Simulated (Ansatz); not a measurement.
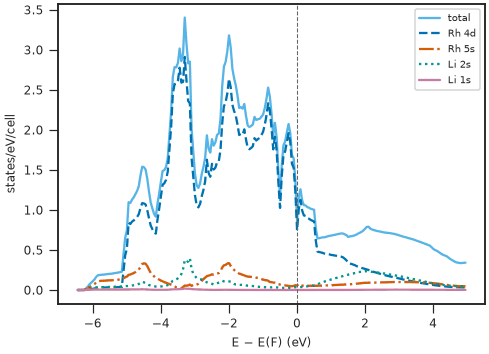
*Total and projected density of states of LiRh in space group P-6m2 (No. 187; Li on 1b, Rh on 1e), DFT-r²SCAN in the program Ansatz with PAW potentials*

Task: Which orbitals carry the states next to the Fermi level?

Result: Within 0.5 eV of the Fermi level: Rh 4d 91 %. Projections are on Löwdin-orthogonalised atomic valence shells; empty p or d shells of many metals are not among them.

Task: Where is the tallest occupied peak in this window, and what makes it?

Result: Near -3.3 eV, about 3.4 states/eV per cell; the largest projected share is Rh 4d.

The workflow started from a Materials Project entry (that database holds measured and hypothetical structures alike); the Crystallography Open Database copy checked does not list it. With Li and Rh taken as one species the cell has the higher symmetry P6_3/mmc, so it may be an ordered model of a mixed-site phase. Whether it is the stable phase at ambient conditions was not checked. The cell was relaxed with r²SCAN under the symmetry of its start; its stability against distortions is not shown here. Spin order of the final state: ferromagnetic, the only order run, not a proven ground state. The cell computed holds one magnetic atom, so no antiferromagnetic order was within reach. Other orbital occupations within this spin state were not tried. Spin–orbit coupling is left out wherever it is not named.

Potentials: the later of the program's two PAW sets.
